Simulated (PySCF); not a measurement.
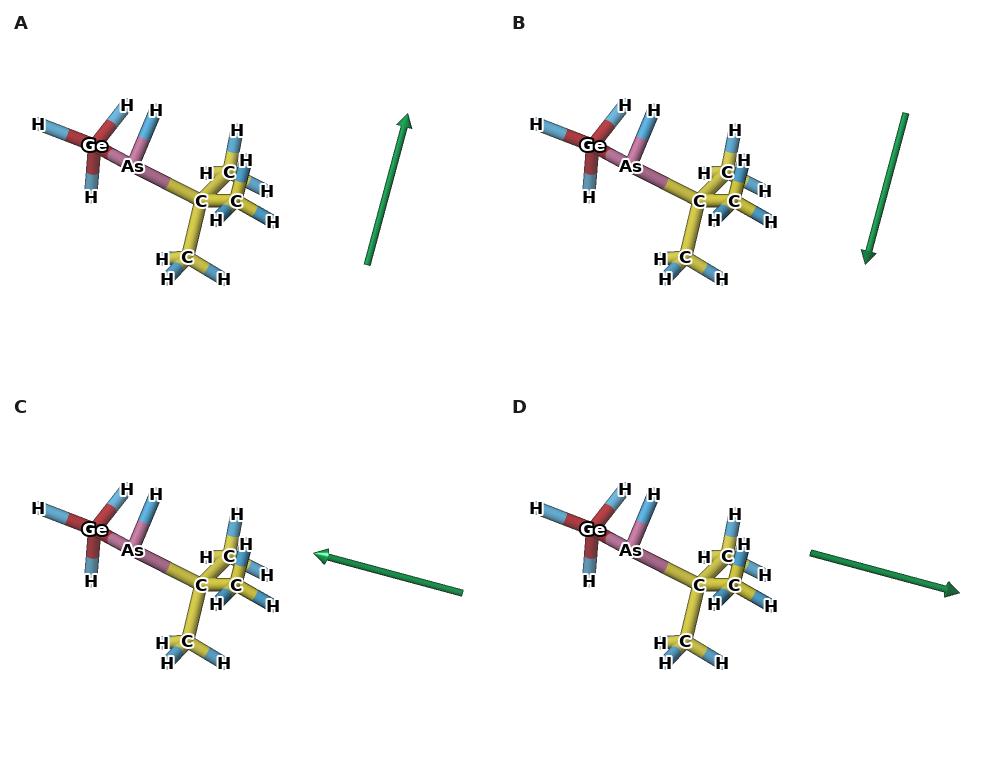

The same molecule four times, each with an arrow. The computed structure is the end point of a PBE0-D3(BJ)/def2-SVP optimisation. No frequency run is at hand to confirm it as a minimum. Method: PBE0/aug-cc-pVDZ, gas phase (PySCF 2.14.0).

**Which arrow points along the dipole moment, from the negative to the positive end?**

D. The dipole moment is 1.30 D.
